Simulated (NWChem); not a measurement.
# M06-2X/def2-SVPD (core potential) run of SiH3I (SMILES [SiH3]I)

Aim: the vertical ionisation energy of SiH3I at M06-2X/def2-SVPD (core potential), from 2 runs. 

Program for the calculation: NWChem 7.3.0.

5 further runs of the same task are left out: 5 set aside as unsound or not needed.

**1. The structure to begin with**

The species is SiH3I (5 atoms), meant as a singlet with charge 0. As SMILES, `[SiH3]I`. The shape is that of a PBE0-D4/def2-TZVP optimisation.

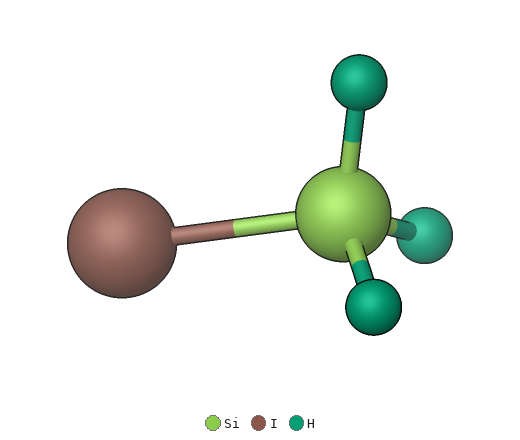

Viewed from a chosen angle; silicon green, iodine brown, hydrogen teal.

**2. A single-point energy at M06-2X/def2-SVPD (core potential)**

job.nw

```
start job
title "H3ISi"
memory total 2200 mb
charge 0

geometry units angstroms noautosym nocenter noautoz
   Si    -0.165600     0.069300    -0.077300
   I      1.907700    -0.923300     0.737800
   H     -1.144400     0.089000     1.033900
   H     -0.671300    -0.755700    -1.198400
   H      0.123500     1.447000    -0.537300
end

basis spherical bse
   * library def2-SVPD
end

ecp bse
   I library def2-SVPD
end

dft
   xc m06-2x
   grid fine
   convergence energy 1e-08
   iterations 100
   mulliken
   noprint "final vectors analysis"
end

task dft
```

Started as:

```
$ nwchem job.nw > job.out
```

Output:

```text
[...]
          Wavefunction type:  closed shell.
          No. of atoms     :     5
          No. of electrons :    42
[...]
          Charge           :     0
          Spin multiplicity:     1
[...]
          AO basis - number of functions:    83
[...]
              XC Information
              --------------
                       M06-2X Method XC Functional
                     Hartree-Fock (Exact) Exchange  0.540
                        M06-2X Exchange Functional  1.000
                      M06-2X Correlation Potential  1.000
[...]
 d= 0,ls=0.0,diis     1   -588.8059867964 -6.93D+02  8.80D-03  1.49D-01     2.1
[...]
 d= 0,ls=0.0,diis     8   -588.8307465617 -1.09D-09  2.62D-07  1.45D-10    12.9
         Total DFT energy =     -588.830746561726
      One electron energy =    -1127.670850833690
           Coulomb energy =      479.106181046711
    Exchange-Corr. energy =      -44.157352066034
 Nuclear repulsion energy =      103.891275291287
[...]
      Total Density - Mulliken Population Analysis
     ---------------------------------------------
    Atom       Charge   Shell Charges
 -----------   ------   -------------------------------------------------------
    1 Si  14    14.47   2.00  1.98  1.07  0.49 -0.03  5.93  1.25  1.50  0.18  0.09
    2 I   25    25.13   0.22  1.83  1.31  0.60 -0.00  3.12  2.93  2.67  2.42  0.04  9.80  0.22 -0.01
    3 H    1     0.80   0.74  0.10  0.01 -0.04
    4 H    1     0.80   0.74  0.10  0.01 -0.04
    5 H    1     0.80   0.74  0.10  0.01 -0.04
[...]
```

It took 14 s on 1 thread of AMD EPYC 7B13 (Zen 3), shared host; peak memory 0.12 GiB.

**3. The doublet cation at the same level**

h3isi.nw

```
start h3isi
memory stack 880 mb heap 220 mb global 1100 mb
charge 1

geometry noautosym nocenter noautoz
  Si    -0.165600     0.069300    -0.077300
  I      1.907700    -0.923300     0.737800
  H     -1.144400     0.089000     1.033900
  H     -0.671300    -0.755700    -1.198400
  H      0.123500     1.447000    -0.537300
end

basis "ao basis" spherical bse
  * library def2-SVPD
end

ecp bse
  I library def2-SVPD
end

dft
  xc m06-2x
  mult 2
  grid fine
  convergence energy 1e-08
  maxiter 100
  mulliken
  noprint "final vectors analysis"
end

task dft energy
```

Started as:

```
$ nwchem h3isi.nw > h3isi.out
```

Output:

```text
[...]
          Wavefunction type:  spin polarized.
          No. of atoms     :     5
          No. of electrons :    41
[...]
          Charge           :     1
          Spin multiplicity:     2
[...]
          AO basis - number of functions:    83
[...]
              XC Information
              --------------
                       M06-2X Method XC Functional
                     Hartree-Fock (Exact) Exchange  0.540
                        M06-2X Exchange Functional  1.000
                      M06-2X Correlation Potential  1.000
[...]
 d= 0,ls=0.0,diis     1   -588.3443920835 -6.92D+02  9.29D-03  2.37D-01     2.8
[...]
 d= 0,ls=0.0,diis    11   -588.4669559956 -8.92D-09  3.00D-07  1.30D-10    25.9
[...]
         Total DFT energy =     -588.466955995566
      One electron energy =    -1116.928849868115
           Coulomb energy =      468.461417349888
    Exchange-Corr. energy =      -43.890798768626
 Nuclear repulsion energy =      103.891275291287
[...]
      Total Density - Mulliken Population Analysis
     ---------------------------------------------
    Atom       Charge   Shell Charges
 -----------   ------   -------------------------------------------------------
    1 Si  14    14.40   2.00  1.98  1.10  0.50 -0.05  5.93  1.27  1.48  0.16  0.04
    2 I   25    24.44   0.22  1.83  1.40  0.51 -0.02  3.11  2.94  2.56  1.88 -0.01  9.81  0.22 -0.01
    3 H    1     0.72   0.71  0.04  0.01 -0.04
    4 H    1     0.71   0.72  0.03  0.01 -0.05
    5 H    1     0.72   0.71  0.04  0.01 -0.04
[...]
      <S2> =      0.7552 (Exact =     0.7500)
[...]
```

It took 27 s on 1 thread of AMD EPYC 7B13 (Zen 3), shared host; peak memory 0.12 GiB.

**4. Outcome**

Level: M06-2X/def2-SVPD (core potential).

| quantity | value |
| --- | --- |
| singlet SiH3I: total energy | -588.83075 Eh |
| singlet SiH3I: dipole moment | 1.40 D |
| doublet cation: total energy | -588.46696 Eh |
| doublet cation: ⟨S²⟩ | 0.755 |
| vertical ionisation energy (to the doublet cation) | 9.899 eV |

The vertical ionisation energy comes to 9.90 eV (955 kJ/mol). Mulliken charges (doublet cation) run from -0.40 on Si1 to +0.56 on I2; in a basis this large or diffuse they mean little.
